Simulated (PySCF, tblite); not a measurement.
# C₂H₅OPSi: dynamics, then NMR shifts and electronic excitations on frames, part 2 of 2

tblite 0.8.0 and PySCF 2.14.0. Atoms count from 0. Earlier steps stand in the parts before.

### 8 Ultraviolet spectrum: 625 fs, PBE0/def2-SVPD

Job settings and geometry (Å):

```
{"job": {"kind": "uv", "xc": "PBE0", "basis": "def2-SVPD", "nstates": 5, "ntriplets": 0}, "charge": 0, "multiplicity": 1}
O      3.172200    -0.470200     0.261300
C      2.132300     0.065300     0.158400
P      0.932300     1.161000     0.271300
C     -0.111600    -0.176200     1.184400
Si    -0.494800    -1.668200    -0.106800
H     -0.925800     0.323500     1.710000
H      0.652800    -0.320500     2.007000
H      0.286300    -1.638800    -1.449700
H     -0.509500    -3.008800     0.472900
H     -1.818600    -1.128800    -0.633500
```

With the program's defaults for keys left out, this is: TDDFT PBE0/def2-SVPD, vertical, gas phase, core orbitals frozen in the response.

The log of the run:

```text
coarse grid: 9608 points
cycle   1  E = -784.3206166389  dE =  3.634e-01  |g| = 5.767e-01  |ddm| = 3.796e+00
cycle   2  E = -784.0000404999  dE =  3.206e-01  |g| = 1.406e+00  |ddm| = 1.328e+00
cycle   3  E = -784.3825667606  dE = -3.825e-01  |g| = 1.517e-01  |ddm| = 1.007e+00
cycle   4  E = -784.3872677300  dE = -4.701e-03  |g| = 8.642e-02  |ddm| = 2.819e-01
cycle   5  E = -784.3895566559  dE = -2.289e-03  |g| = 1.717e-02  |ddm| = 1.156e-01
cycle   6  E = -784.3896456477  dE = -8.899e-05  |g| = 5.012e-03  |ddm| = 2.762e-02
cycle   7  E = -784.3896525475  dE = -6.900e-06  |g| = 1.907e-03  |ddm| = 8.119e-03
final grid: 84336 points
cycle   8  E = -784.4904885583  dE =  6.169e-06  |g| = 1.194e-02  |ddm| = 4.437e-02
cycle   9  E = -784.4903963819  dE =  9.218e-05  |g| = 2.431e-02  |ddm| = 2.829e-02
cycle  10  E = -784.4905174883  dE = -1.211e-04  |g| = 2.856e-03  |ddm| = 1.906e-02
cycle  11  E = -784.4905197060  dE = -2.218e-06  |g| = 3.588e-04  |ddm| = 3.422e-03
cycle  12  E = -784.4905197414  dE = -3.533e-08  |g| = 1.415e-04  |ddm| = 6.413e-04
cycle  13  E = -784.4905197473  dE = -5.910e-09  |g| = 5.492e-05  |ddm| = 2.309e-04
cycle  14  E = -784.4905197482  dE = -9.447e-10  |g| = 8.733e-06  |ddm| = 8.178e-05
converged SCF energy = -784.4905197482

Static polarisability (au): isotropic 81.736, principal 67.695 85.731 91.782

Singlet excitations
state   eV       nm        f      main configurations
  1   2.5736    481.8   0.00034   H->L 0.98
  2   4.4723    277.2   0.01617   H->L+1 0.68, H-1->L 0.29
  3   5.1695    239.8   0.01437   H->L+2 0.52, H-1->L 0.36, H->L+1 0.09
  4   5.5283    224.3   0.01123   H->L+3 0.75
  5   5.6808    218.3   0.04725   H->L+2 0.33, H-1->L 0.22, H->L+3 0.13
```

It took 7.7 s on 1 thread of Intel Xeon 6975P-C, shared host; peak memory 0.66 GiB.

This run: HOMO -6.47 eV, LUMO -2.11 eV; lowest singlet 2.57 eV.

### 9 NMR shieldings: 800 fs, PBE0/pcSseg-1

Job settings and geometry (Å):

```
{"job": {"kind": "nmr", "xc": "PBE0", "basis": "pcSseg-1", "pop": false}, "charge": 0, "multiplicity": 1}
O      2.597700    -0.544800    -0.636400
C      2.024500     0.157100     0.066200
P      1.261500     1.522600     0.665700
C     -0.153600     0.555900     1.443400
Si    -0.935600    -0.936900     0.741600
H     -0.838600     1.373800     1.247600
H     -0.154100     0.661800     2.547000
H     -0.057800    -1.948200     1.215300
H     -2.410600    -1.381700     0.787200
H     -0.491200    -0.857200    -0.550300
```

With the program's defaults for keys left out, this is: GIAO PBE0/pcSseg-1 NMR shielding, non-relativistic, gas phase.

The log of the run:

```text
coarse grid: 9608 points
cycle   1  E = -784.6305653995  dE =  6.199e-01  |g| = 6.200e-01  |ddm| = 3.032e+00
cycle   2  E = -784.3383566348  dE =  2.922e-01  |g| = 1.389e+00  |ddm| = 1.007e+00
cycle   3  E = -784.6991874406  dE = -3.608e-01  |g| = 1.728e-01  |ddm| = 7.658e-01
cycle   4  E = -784.7057919107  dE = -6.604e-03  |g| = 7.501e-02  |ddm| = 2.222e-01
cycle   5  E = -784.7073221873  dE = -1.530e-03  |g| = 1.988e-02  |ddm| = 9.436e-02
cycle   6  E = -784.7074331583  dE = -1.110e-04  |g| = 6.967e-03  |ddm| = 3.060e-02
cycle   7  E = -784.7074476942  dE = -1.454e-05  |g| = 1.743e-03  |ddm| = 9.425e-03
cycle   8  E = -784.7074485217  dE = -8.276e-07  |g| = 2.013e-04  |ddm| = 2.181e-03
final grid: 84336 points
cycle   9  E = -784.7476545063  dE =  1.324e-06  |g| = 1.144e-02  |ddm| = 1.778e-02
cycle  10  E = -784.7475726652  dE =  8.184e-05  |g| = 2.383e-02  |ddm| = 1.816e-02
cycle  11  E = -784.7476779724  dE = -1.053e-04  |g| = 2.201e-03  |ddm| = 1.279e-02
cycle  12  E = -784.7476792450  dE = -1.273e-06  |g| = 3.432e-04  |ddm| = 2.406e-03
cycle  13  E = -784.7476792734  dE = -2.835e-08  |g| = 1.474e-04  |ddm| = 5.535e-04
cycle  14  E = -784.7476792799  dE = -6.537e-09  |g| = 4.171e-05  |ddm| = 1.931e-04
cycle  15  E = -784.7476792804  dE = -5.148e-10  |g| = 7.283e-06  |ddm| = 4.996e-05
converged SCF energy = -784.7476792804

GIAO shielding tensors (ppm)
atom      isotropic    diamagn.    paramagn.     s11        s22        s33       span
  0 O     -124.183     400.308    -524.492   -301.042   -116.818     45.310    346.352
  1 C      -33.155     262.874    -296.029   -134.498   -119.946    154.980    289.478
  2 P      534.369     966.368    -431.999    244.110    557.748    801.250    557.140
  3 C      211.969     256.240     -44.271    195.701    213.180    227.027     31.327
  4 Si     428.324     881.576    -453.253    359.144    443.626    482.200    123.056
  5 H       31.571      32.445      -0.874     23.679     29.990     41.044     17.365
  6 H       30.977      28.975       2.002     23.302     28.226     41.402     18.100
  7 H       28.318      31.292      -2.974     24.279     27.161     33.514      9.235
  8 H       26.475      27.948      -1.473     23.027     24.009     32.389      9.363
  9 H       29.122      33.190      -4.068     24.566     29.618     33.183      8.617
```

It took 6.2 s on 1 thread of Intel Xeon 6975P-C, shared host; peak memory 0.59 GiB.

Key values: δ C1 220.1, C3 -25.0, O0 460.3, P2 -216.0, H8 5.24, H7 3.40 ppm.

### 10 Ultraviolet spectrum: 800 fs, PBE0/def2-SVPD

Same as in step 9 but for these lines:

```diff
@@ -1,2 +1,2 @@
-{"job": {"kind": "nmr", "xc": "PBE0", "basis": "pcSseg-1", "pop": false}, "charge": 0, "multiplicity": 1}
+{"job": {"kind": "uv", "xc": "PBE0", "basis": "def2-SVPD", "nstates": 5, "ntriplets": 0}, "charge": 0, "multiplicity": 1}
 O      2.597700    -0.544800    -0.636400
```

Method: TDDFT PBE0/def2-SVPD, vertical, gas phase, core orbitals frozen in the response.

The log of the run:

```text
coarse grid: 9608 points
cycle   1  E = -784.3126880268  dE =  5.920e-01  |g| = 5.894e-01  |ddm| = 4.030e+00
cycle   2  E = -784.0401443297  dE =  2.725e-01  |g| = 1.328e+00  |ddm| = 1.333e+00
cycle   3  E = -784.3786850135  dE = -3.385e-01  |g| = 1.604e-01  |ddm| = 9.852e-01
cycle   4  E = -784.3845957895  dE = -5.911e-03  |g| = 6.818e-02  |ddm| = 2.703e-01
cycle   5  E = -784.3859093655  dE = -1.314e-03  |g| = 2.023e-02  |ddm| = 1.103e-01
cycle   6  E = -784.3860396479  dE = -1.303e-04  |g| = 6.083e-03  |ddm| = 3.880e-02
cycle   7  E = -784.3860510711  dE = -1.142e-05  |g| = 1.521e-03  |ddm| = 1.038e-02
cycle   8  E = -784.3860518109  dE = -7.398e-07  |g| = 1.963e-04  |ddm| = 2.760e-03
final grid: 84336 points
cycle   9  E = -784.4867112875  dE = -4.048e-07  |g| = 1.067e-02  |ddm| = 5.329e-02
cycle  10  E = -784.4866386872  dE =  7.260e-05  |g| = 2.202e-02  |ddm| = 2.316e-02
cycle  11  E = -784.4867330331  dE = -9.435e-05  |g| = 1.993e-03  |ddm| = 1.672e-02
cycle  12  E = -784.4867341100  dE = -1.077e-06  |g| = 3.753e-04  |ddm| = 2.763e-03
cycle  13  E = -784.4867341517  dE = -4.174e-08  |g| = 1.152e-04  |ddm| = 7.971e-04
cycle  14  E = -784.4867341556  dE = -3.856e-09  |g| = 4.717e-05  |ddm| = 2.046e-04
cycle  15  E = -784.4867341563  dE = -6.967e-10  |g| = 7.149e-06  |ddm| = 7.926e-05
converged SCF energy = -784.4867341563

Static polarisability (au): isotropic 79.303, principal 60.397 84.854 92.657

Singlet excitations
state   eV       nm        f      main configurations
  1   2.6948    460.1   0.00067   H->L 0.99
  2   4.8069    257.9   0.02103   H->L+1 0.73, H-1->L 0.19
  3   5.1717    239.7   0.01362   H->L+2 0.79, H-1->L 0.17
  4   5.8779    210.9   0.03072   H->L+3 0.58, H-1->L 0.21
  5   6.0488    205.0   0.01458   H-2->L 0.44, H->L+3 0.30, H-1->L 0.17
```

Wall time 8.4 s (1 thread of Intel Xeon 6975P-C, shared host); peak memory 0.64 GiB.

In short: HOMO -6.51 eV, LUMO -2.00 eV; lowest singlet 2.69 eV.

### 11 Nuclear shieldings: 1000 fs, PBE0/pcSseg-1

Job settings and geometry (Å):

```
{"job": {"kind": "nmr", "xc": "PBE0", "basis": "pcSseg-1", "pop": false}, "charge": 0, "multiplicity": 1}
O      1.502500     0.108200    -1.240200
C      1.206400     0.968300    -0.498200
P      0.283300     1.909600     0.456400
C     -0.267300     0.257500     1.362500
Si    -2.144100     0.002100     1.461700
H      0.247900     0.578800     2.281600
H      0.383700    -0.597900     1.055900
H     -2.547300    -0.176400     0.140300
H     -2.500100    -1.143000     2.295900
H     -2.826200     1.099000     2.073900
```

Method: GIAO PBE0/pcSseg-1 NMR shielding, non-relativistic, gas phase.

The log of the run:

```text
coarse grid: 9608 points
cycle   1  E = -784.6430551998  dE =  4.965e-01  |g| = 6.196e-01  |ddm| = 2.981e+00
cycle   2  E = -784.2655846109  dE =  3.775e-01  |g| = 1.527e+00  |ddm| = 1.073e+00
cycle   3  E = -784.7109322323  dE = -4.453e-01  |g| = 1.549e-01  |ddm| = 8.637e-01
cycle   4  E = -784.7152225669  dE = -4.290e-03  |g| = 9.659e-02  |ddm| = 2.351e-01
cycle   5  E = -784.7179110697  dE = -2.689e-03  |g| = 1.562e-02  |ddm| = 1.047e-01
cycle   6  E = -784.7179759381  dE = -6.487e-05  |g| = 4.730e-03  |ddm| = 2.162e-02
cycle   7  E = -784.7179820757  dE = -6.138e-06  |g| = 1.854e-03  |ddm| = 6.912e-03
final grid: 84336 points
cycle   8  E = -784.7573339018  dE =  7.115e-06  |g| = 1.261e-02  |ddm| = 1.841e-02
cycle   9  E = -784.7572378128  dE =  9.609e-05  |g| = 2.558e-02  |ddm| = 2.145e-02
cycle  10  E = -784.7573637059  dE = -1.259e-04  |g| = 3.219e-03  |ddm| = 1.434e-02
cycle  11  E = -784.7573663742  dE = -2.668e-06  |g| = 2.713e-04  |ddm| = 3.195e-03
cycle  12  E = -784.7573663889  dE = -1.469e-08  |g| = 1.418e-04  |ddm| = 4.620e-04
cycle  13  E = -784.7573663947  dE = -5.821e-09  |g| = 4.851e-05  |ddm| = 1.777e-04
cycle  14  E = -784.7573663954  dE = -6.717e-10  |g| = 7.338e-06  |ddm| = 4.886e-05
converged SCF energy = -784.7573663954

GIAO shielding tensors (ppm)
atom      isotropic    diamagn.    paramagn.     s11        s22        s33       span
  0 O     -126.051     401.736    -527.786   -274.096   -126.929     22.873    296.968
  1 C      -41.481     267.269    -308.751   -147.135   -126.873    149.563    296.698
  2 P      543.969     967.884    -423.915    457.164    571.325    603.418    146.253
  3 C      181.843     255.588     -73.745    138.530    191.530    215.467     76.937
  4 Si     424.651     879.464    -454.813    388.587    410.967    474.398     85.811
  5 H       27.972      30.200      -2.229     19.657     28.974     35.285     15.628
  6 H       30.385      33.246      -2.861     23.675     29.462     38.017     14.342
  7 H       28.571      29.966      -1.395     24.637     27.362     33.715      9.079
  8 H       27.533      28.350      -0.817     23.871     25.130     33.598      9.727
  9 H       28.276      28.968      -0.692     24.692     26.513     33.622      8.930
```

Run time: 6.2 s. Hardware: 1 thread of Intel Xeon 6975P-C, shared host; peak memory 0.65 GiB.

Key values: δ C1 228.4, C3 5.1, O0 462.1, P2 -225.6, H8 4.18, H5 3.75 ppm.

### 12 Ultraviolet spectrum: 1000 fs, PBE0/def2-SVPD

Same as in step 11 but for these lines:

```diff
@@ -1,2 +1,2 @@
-{"job": {"kind": "nmr", "xc": "PBE0", "basis": "pcSseg-1", "pop": false}, "charge": 0, "multiplicity": 1}
+{"job": {"kind": "uv", "xc": "PBE0", "basis": "def2-SVPD", "nstates": 5, "ntriplets": 0}, "charge": 0, "multiplicity": 1}
 O      1.502500     0.108200    -1.240200
```

With the program's defaults for keys left out, this is: TDDFT PBE0/def2-SVPD, vertical, gas phase, core orbitals frozen in the response.

The log of the run:

```text
coarse grid: 9608 points
cycle   1  E = -784.3261521327  dE =  4.682e-01  |g| = 5.890e-01  |ddm| = 3.805e+00
cycle   2  E = -783.9723983783  dE =  3.538e-01  |g| = 1.464e+00  |ddm| = 1.363e+00
cycle   3  E = -784.3914388208  dE = -4.190e-01  |g| = 1.418e-01  |ddm| = 1.064e+00
cycle   4  E = -784.3950424736  dE = -3.604e-03  |g| = 8.963e-02  |ddm| = 2.862e-01
cycle   5  E = -784.3974819107  dE = -2.439e-03  |g| = 1.508e-02  |ddm| = 1.229e-01
cycle   6  E = -784.3975517609  dE = -6.985e-05  |g| = 3.925e-03  |ddm| = 2.890e-02
cycle   7  E = -784.3975560717  dE = -4.311e-06  |g| = 1.717e-03  |ddm| = 7.037e-03
final grid: 84336 points
cycle   8  E = -784.4973030467  dE =  4.774e-06  |g| = 1.167e-02  |ddm| = 5.112e-02
cycle   9  E = -784.4972200140  dE =  8.303e-05  |g| = 2.331e-02  |ddm| = 2.760e-02
cycle  10  E = -784.4973304977  dE = -1.105e-04  |g| = 2.914e-03  |ddm| = 1.827e-02
cycle  11  E = -784.4973328010  dE = -2.303e-06  |g| = 2.743e-04  |ddm| = 3.569e-03
cycle  12  E = -784.4973328214  dE = -2.041e-08  |g| = 1.180e-04  |ddm| = 5.906e-04
cycle  13  E = -784.4973328253  dE = -3.897e-09  |g| = 4.997e-05  |ddm| = 2.053e-04
cycle  14  E = -784.4973328261  dE = -7.797e-10  |g| = 7.843e-06  |ddm| = 7.391e-05
converged SCF energy = -784.4973328261

Static polarisability (au): isotropic 80.582, principal 62.354 77.264 102.127

Singlet excitations
state   eV       nm        f      main configurations
  1   2.8504    435.0   0.00161   H->L 0.98
  2   4.5989    269.6   0.03028   H->L+1 0.79, H-1->L 0.12
  3   5.3707    230.9   0.01281   H->L+2 0.65, H-1->L 0.25
  4   5.9390    208.8   0.07049   H->L+3 0.34, H-1->L 0.26, H->L+4 0.14
  5   6.1601    201.3   0.06359   H->L+3 0.29, H->L+2 0.20, H-1->L 0.15
```

Wall time 7.9 s (1 thread of Intel Xeon 6975P-C, shared host); peak memory 0.67 GiB.

This run: HOMO -6.58 eV, LUMO -1.93 eV; lowest singlet 2.85 eV.

### 13 Side by side: NMR shifts

Shifts (ppm) of some atoms, chosen among heavy atoms and hydrogens apart, with basis size and wall time:

```csv
frame,C1,C3,H9,H5,O0,P2,Si4,functions,time
250 fs,239.9,-7.1,6.01,1.36,514.2,-152.8,-25.9,124,6.3 s
425 fs,231.7,-17.5,4.88,0.34,493.5,-217.6,-60.2,124,6.1 s
625 fs,229.3,-12.0,5.61,0.66,479.9,-167.0,-44.7,124,6 s
800 fs,220.1,-25.0,2.59,0.15,460.3,-216.0,-79.2,124,6.2 s
1000 fs,228.4,5.1,3.44,3.75,462.1,-225.6,-75.5,124,6.2 s
```

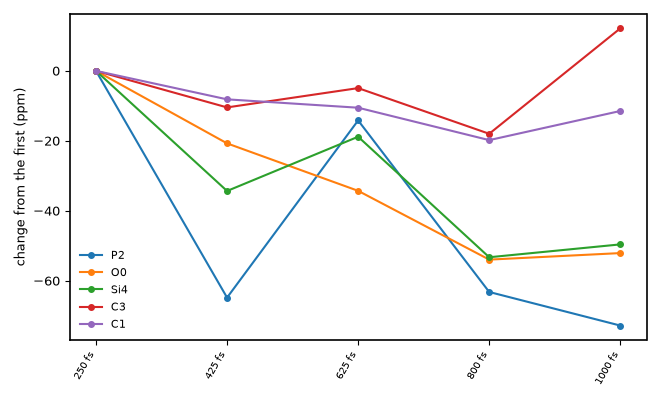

How five of the tabulated atoms move from run to run.

### 14 Comparing the runs: electronic excitations

Excitations and ground-state properties, with basis size and wall time:

| frame | lowest singlet (eV) | brightest (eV) | f | gap (eV) | α (Å³) | μ (D) | functions | time |
| --- | --- | --- | --- | --- | --- | --- | --- | --- |
| 250 fs | 2.48 | 5.98 | 0.093 | 4.29 | 12.31 | 2.18 | 151 | 8.7 s |
| 425 fs | 2.65 | 5.82 | 0.069 | 4.49 | 12.04 | 2.60 | 151 | 8.2 s |
| 625 fs | 2.57 | 5.68 | 0.047 | 4.36 | 12.11 | 1.77 | 151 | 7.7 s |
| 800 fs | 2.69 | 5.88 | 0.031 | 4.51 | 11.75 | 2.27 | 151 | 8.4 s |
| 1000 fs | 2.85 | 5.94 | 0.070 | 4.65 | 11.94 | 1.51 | 151 | 7.9 s |

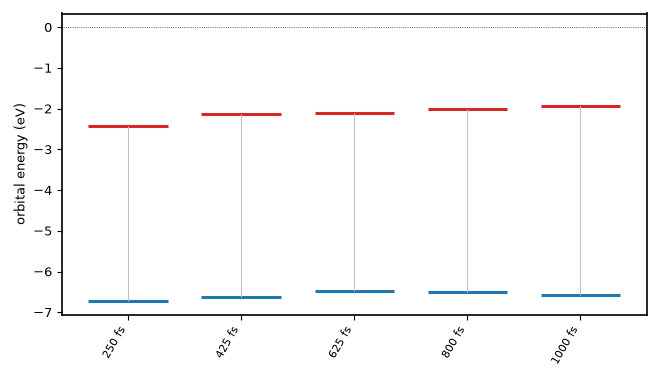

HOMO (blue) and LUMO (red) run by run.

### 15 Results

What follows sums up all 2 parts.

| quantity | value |
| --- | --- |
| thermostat | 600 K |
| mean temperature, second half | 668 K |
| mean potential energy above the minimum | 0.73 eV |
| 13C shifts against TMS (PBE0/pcSseg-1, 250 fs) | 239.9, -7.1 ppm |
| 1H shifts against TMS (PBE0/pcSseg-1, 250 fs) | 6.01, 5.64, 5.08, 1.36, 1.29 ppm |
| 17O shifts against H2O (PBE0/pcSseg-1, 250 fs) | 514.2 ppm |
| 31P shifts against H3PO4 (PBE0/pcSseg-1, 250 fs) | -152.8 ppm |
| 29Si shifts against TMS (PBE0/pcSseg-1, 250 fs) | -25.9 ppm |
| lowest singlet (PBE0/def2-SVPD, 250 fs) | 2.48 eV (501 nm), f = 0.000 |
| brightest single state of those computed | state 5, 5.98 eV, f = 0.093 |
| range of the shift of P2 | -225.6 to -152.8 ppm |
| range of the lowest singlet | 2.48 to 2.85 eV |

In the second half the potential energy averages 0.73 eV above the minimum; equipartition over 24 harmonic modes at 600 K would give 0.62 eV. With 10 atoms the temperature swings widely (331 to 991 K). Shifts at one fixed geometry are not the observed spectrum, which averages over the motion. In the first frame run (250 fs): Shielding is most anisotropic at P2 (span 492 ppm, paramagnetic term -495 ppm). The first singlet state (HOMO→LUMO 0.99) lies at 2.48 eV and is dark; of the 5 states computed, the strongest absorption comes from state 5 at 5.98 eV (the last computed, so partners may be missing). Across the 5 runs the shift of P2 moves most, between -225.6 (1000 fs) and -152.8 ppm (250 fs). The lowest singlet runs from 2.48 eV (250 fs) to 2.85 eV (1000 fs), while the orbital gap spans 4.29 to 4.65 eV. The lowest state need not be the same one in every run.
